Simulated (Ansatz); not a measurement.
# RPA@PBE/STO-3G run of SnH3 (SMILES [SnH3])

Aim: the energy change on altering one bond length of SnH3 at RPA@PBE/STO-3G, from 2 runs. 

The results are computed with Ansatz 0.2.0.

34 further runs of the same task are left out: 3 that didn't finish, 31 set aside as unsound or not needed.

## (1) The molecule

SnH3: 4 atoms, total charge 0, spin state doublet. SMILES: `[SnH3]`. Geometry: relaxed at PBE0-D4/def2-TZVP.

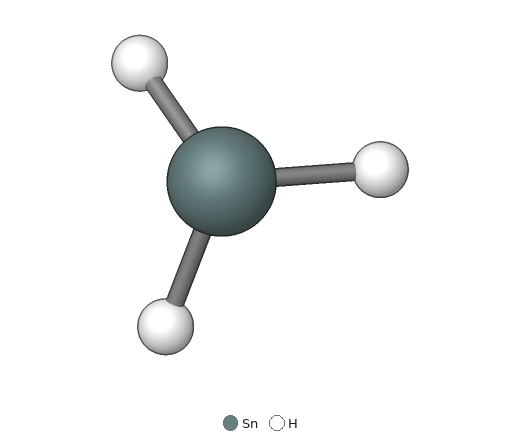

Viewed from a chosen angle; tin teal, hydrogen white.

## (2) A single-point energy at RPA@PBE/STO-3G

molecule.yaml reads:

```yaml
crystal:
  periodic: [false, false, false]
  atoms:
    - {symbol: Sn, position_ang: [0.280200, -0.211600, -0.271700]}
    - {symbol: H, position_ang: [1.055200, 0.011000, 1.241700]}
    - {symbol: H, position_ang: [-1.125000, -1.172200, -0.064000]}
    - {symbol: H, position_ang: [-0.154900, 1.312500, -0.926300]}
basis:
  gaussian:
    orbitals: STO-3G
magnetization:
  spin_polarized: true
  initial_magnetization: 1
hamiltonian:
  xc: pbe
correlation:
  method: rpa
  frozen_orbitals: {H: 0, Sn: 18}
accuracy: high
```

Started as:

```console
ansatz run molecule.yaml --threads 1 --pin off --max-ram 2610MiB --events-out events.jsonl --progress --plain --runs-dir runs
```

The program printed:

```text
Warning: RAYON_NUM_THREADS=1 ignored (pool sized by the plan → 1); use --threads N
Functional definition: PBE
  name "PBE"
  parameter kappa = 0.804
  parameter beta = 0.06672455060314922
  exchange = pbe_x(kappa = kappa, mu = beta*pi^2/3)
  correlation = pbe_c(beta = beta)
518 factors; integrals over basis functions are off by at most 4.9e-9 eV
mean field evaluation 1: about -162354.7516 eV, gradient 6.4e0 eV
mean field evaluation 2: about -162354.6876 eV, gradient 6.3e0 eV
mean field evaluation 4: about -162355.0673 eV, gradient 2.4e-1 eV
mean field evaluation 8: about -162355.0693 eV, gradient 4.3e-4 eV
mean field -162355.06933204 eV, -5966.4387497340 hartree, gradient 2.1e-8 eV, S^2 0.751097; 0 other end points of the search recorded, 0 dependent functions left out
18 core orbitals not correlated: weight in the atoms' cores, before any rotation towards them, 1.000 or more for the frozen orbitals, at most 0.000 for the correlated occupied ones
reference -162315.34071388 eV, -5964.9787499454 hartree; 9, 8 occupied and 3, 4 virtual orbitals, 518 factors
Total energy: -162317.73160086 eV, -5965.0666134214 hartree
```

It took 2.6 s on 1 thread of Arm Neoverse V1, shared host; peak memory 0.13 GiB.

## (3) The distorted shape

in.yaml reads:

```yaml
basis:
  gaussian:
    orbitals: STO-3G
crystal:
  periodic: [false, false, false]
  atoms:
    - {symbol: Sn, position_ang: [0.086453, -0.267249, -0.650045]}
    - {symbol: H, position_ang: [1.055200, 0.011000, 1.241700]}
    - {symbol: H, position_ang: [-1.318747, -1.227849, -0.442345]}
    - {symbol: H, position_ang: [-0.348647, 1.256851, -1.304645]}
magnetization:
  spin_polarized: true
  initial_magnetization: 1
hamiltonian:
  xc: {name: PBE}
correlation:
  method: rpa
  frozen_orbitals: {H: 0, Sn: 18}
accuracy: high
```

Started as:

```console
ansatz run in.yaml --threads 1 --pin off --max-ram 2610MiB --events-out events.jsonl --progress --plain --runs-dir runs
```

The program printed:

```text
Warning: RAYON_NUM_THREADS=1 ignored (pool sized by the plan → 1); use --threads N
[... 6 set-up lines as earlier in the session ...]
518 factors; integrals over basis functions are off by at most 4.9e-9 eV
mean field evaluation 1: about -162353.2944 eV, gradient 7.7e0 eV
mean field evaluation 2: about -162353.2242 eV, gradient 7.6e0 eV
mean field evaluation 4: about -162353.8547 eV, gradient 1.2e0 eV
mean field evaluation 8: about -162353.8755 eV, gradient 1.0e-2 eV
mean field evaluation 16: about -162353.8755 eV, gradient 1.4e-7 eV
mean field -162353.87550537 eV, -5966.3948774131 hartree, gradient 6.3e-9 eV, S^2 0.750830; 0 other end points of the search recorded, 0 dependent functions left out
18 core orbitals not correlated: weight in the atoms' cores, before any rotation towards them, 1.000 or more for the frozen orbitals, at most 0.000 for the correlated occupied ones
reference -162313.76443263 eV, -5964.9208226783 hartree; 9, 8 occupied and 3, 4 virtual orbitals, 518 factors
Total energy: -162316.60437364 eV, -5965.0251885854 hartree
```

Wall time 2.8 s (1 thread of Arm Neoverse V1, shared host); peak memory 0.13 GiB.

## (4) What came out

At RPA@PBE/STO-3G, 18 core orbitals frozen:

| quantity | value |
| --- | --- |
| first shape: total energy | -5965.06661 Eh |
| first shape: RPA correlation energy (valence) | -87.9 mEh |
| first shape: ⟨S²⟩ of the reference determinant | 0.751 |
| distorted shape: total energy | -5965.02519 Eh |
| distorted shape: RPA correlation energy (valence) | -104.4 mEh |
| distorted shape: ⟨S²⟩ of the reference determinant | 0.751 |
| energy change with the Sn1–H2 bond stretched from 1.715 to 2.144 Å | 1.127 eV |

With the Sn1–H2 bond stretched from 1.715 to 2.144 Å the energy rises by 1.13 eV (109 kJ/mol). The first shape isn't relaxed at this level, so the change isn't measured from a minimum. The minimal basis adds a large error of its own. Relativity is left out (first shape) although the molecule holds a heavy atom. Relativity is left out (distorted shape) although the molecule holds a heavy atom.
